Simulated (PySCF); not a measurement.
Ge₂SiH₈, SMILES [SiH3][GeH2][GeH3], singlet, geometry in Å:

```xyz
11

Si     1.9655     0.7687    -0.0101
Ge     0.2313    -0.8099    -0.1041
Ge    -2.0343    -0.0876     0.0855
H      3.2657     0.1139    -0.1495
H      1.8121     1.7437    -1.0910
H      1.9271     1.4812     1.2682
H      0.4026    -1.8990     0.9360
H      0.2940    -1.6454    -1.3676
H     -2.4553     0.8903    -0.9753
H     -2.3426     0.6281     1.3708
H     -3.0606    -1.1812     0.0111
```

Vertical TDDFT excitations, PBE0/def2-SVPD in PySCF, at a GFN2-xTB geometry (no frequency check), gas phase.

**Predict the low-lying singlet excitations and the spectrum.**

The lowest singlet lies at 7.00 eV (177 nm, f = 0.433); the brightest of the first 6 is S1 at 7.00 eV (177 nm), f = 0.433, mainly HOMO → LUMO (84 %). No singlet lies below 3.1 eV (beyond 400 nm), so at this level no vertical transition falls in the visible.


| state | E (eV) | λ (nm) | f | main character |
| --- | --- | --- | --- | --- |
| S1 | 7.00 | 177 | 0.433 | HOMO → LUMO (84 %) |
| S2/S3 | 7.20 | 172 | 0.072 | HOMO → LUMO+2/LUMO+1 |
| S4 | 7.24 | 171 | 0.057 | HOMO−1 → LUMO (51 %) |
| S5 | 7.44 | 167 | 0.016 | HOMO−2 → LUMO (89 %) |
| S6 | 7.54 | 164 | 0.025 | HOMO → LUMO+3 (69 %) |

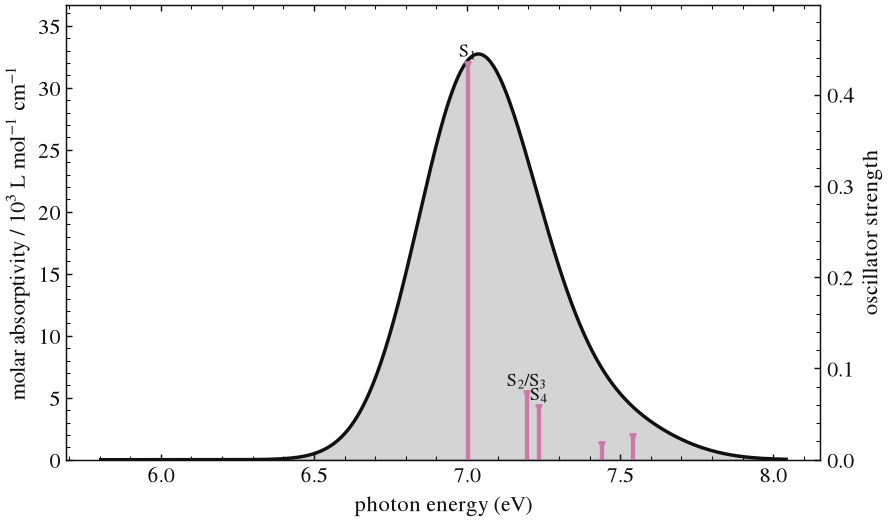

Only the first 6 singlet excitations are included; each is broadened by a Gaussian of 1/e half-width 0.25 eV. Sticks give oscillator strengths (right axis). States within 0.01 eV of each other are merged, with their strengths summed. The highest state may be half of a pair whose partner wasn't computed.

Note: the tight-binding geometry is rougher than a DFT one and adds to the error; core orbitals are frozen in the response.
